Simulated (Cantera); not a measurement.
Feed: 1 mol BN, 17 mol NF3, 3.9 mol N2, 14 mol H2, equilibrated at 750 °C.

These are equilibrium values from Cantera (NASA tables, ideal gas, pure condensed phases), not measurements of a reactor. Candidate condensed phases: B, BN; 31 gas species. Rates play no part.

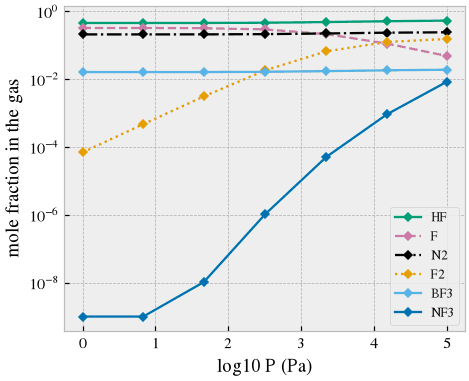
*Equilibrium gas composition (values under 1e-9 drawn at 1e-9)*

### Question
Read off the mole fractions at 113 Torr.

### Answer
HF about 0.51, N2 about 0.23, F2 about 0.12, F about 0.11, BF3 about 0.018, NF3 about 0.00092.
